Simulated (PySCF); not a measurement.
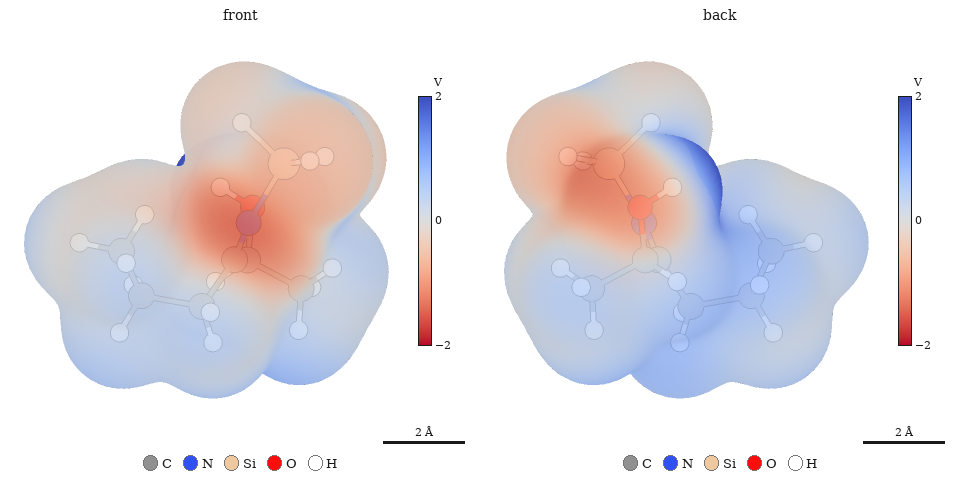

Figure 1: C₆H₁₅NOSi (SMILES CCC/C(=N/[SiH3])[C@H](C)O). The molecular electrostatic potential painted on the density surface at 0.001 e/bohr³, seen from the front and from behind; the colour scale runs from red (negative) to blue (positive).

Geometry: GFN2-xTB.

Computed with PBE0/pcSseg-1, SCF density, gas phase, non-relativistic (PySCF).

```xyz
24

C     2.6992    0.5885    0.6477
C     2.1906   -0.7361    0.0956
C     1.1096   -0.5309   -0.9774
C    -0.1515    0.0186   -0.3710
N    -0.3510    1.2526   -0.3298
Si   -1.5961    2.2699    0.2827
C    -1.1188   -1.0121    0.1994
C    -2.1104   -1.4218   -0.8890
O    -1.8600   -0.4872    1.2765
H     3.4177    0.4187    1.4464
H     1.8759    1.1823    1.0368
H     3.1855    1.1626   -0.1371
H     1.7887   -1.3459    0.9089
H     3.0219   -1.2871   -0.3497
H     0.8952   -1.4857   -1.4614
H     1.4799    0.1751   -1.7207
H    -1.1060    2.6715    1.6064
H    -2.9798    1.8075    0.3810
H    -1.5332    3.3767   -0.6742
H    -0.5507   -1.8978    0.5288
H    -1.5918   -1.8870   -1.7226
H    -2.8324   -2.1212   -0.4759
H    -2.6393   -0.5398   -1.2396
H    -1.2549   -0.1517    1.9458
```

Describe the electrostatic potential map.

The most negative region (about −1.4 V, or −32 kcal/mol for a unit charge) lies over N5, the most positive (about +1.9 V, or +44 kcal/mol for a unit charge) over H24. N5 is the likeliest acceptor of a hydrogen bond.

How polar is the molecule by this calculation?

Its dipole moment is 2.66 D.
